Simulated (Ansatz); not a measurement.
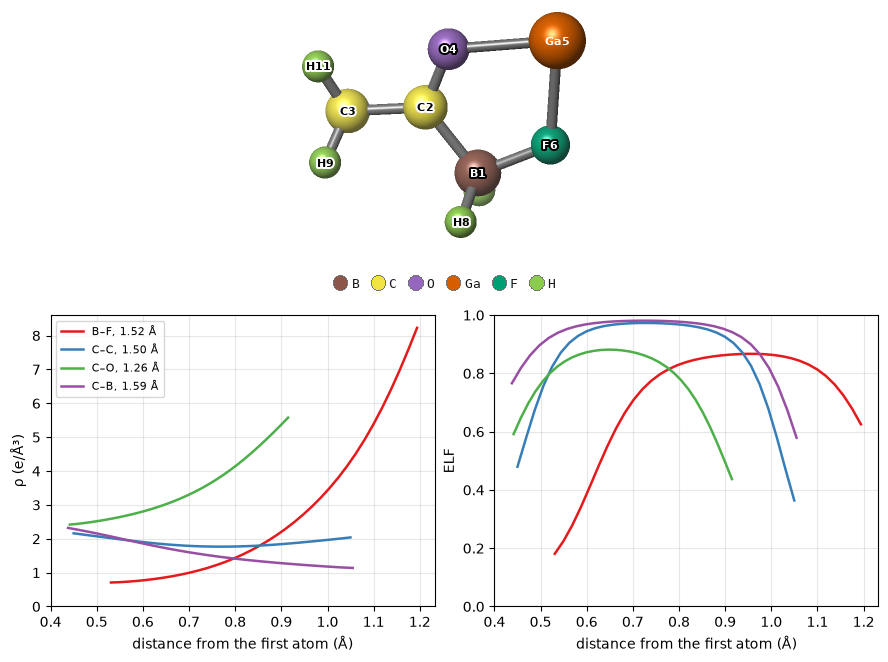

The picture shows: C$_{2}$H$_{5}$BFGaO. Total electron density and ELF along straight lines between neighbouring atoms. The curves leave out the atomic cores. The structure is drawn too.

Computed with Ansatz, RKS B3LYP/def2-SVP.

```xyz
11

B    -0.8553   -0.6399   -0.6862
C     0.1005    0.3032    0.1689
C     1.4803   -0.1161    0.5804
O    -0.2904    1.4435    0.5409
Ga   -2.2278    2.0518    0.0325
F    -2.1439    0.1483   -0.8168
H    -1.0723   -1.6863   -0.0929
H    -0.3718   -0.8167   -1.7959
H     1.9917   -0.6339   -0.2451
H     1.3834   -0.8509    1.3989
H     2.0708    0.7403    0.9359
```

What can be read from the curves?

Answer. B–F (1.52 Å): ρ at the midpoint is about 1.2 e/Å³; the ELF peaks at about 0.85 between the atoms: a shared but strongly polarised pair.
C–C (1.50 Å): ρ at the midpoint is about 1.8 e/Å³; the ELF peaks at about 1 between the atoms: localised, covalent bonding.
C–O (1.26 Å): ρ at the midpoint is about 2.9 e/Å³; the ELF peaks at about 0.90 between the atoms: a shared but strongly polarised pair.
C–B (1.59 Å): the density is about 1.4 e/Å³ at the midpoint; the ELF peaks at about 1 between the atoms: a shared electron pair.
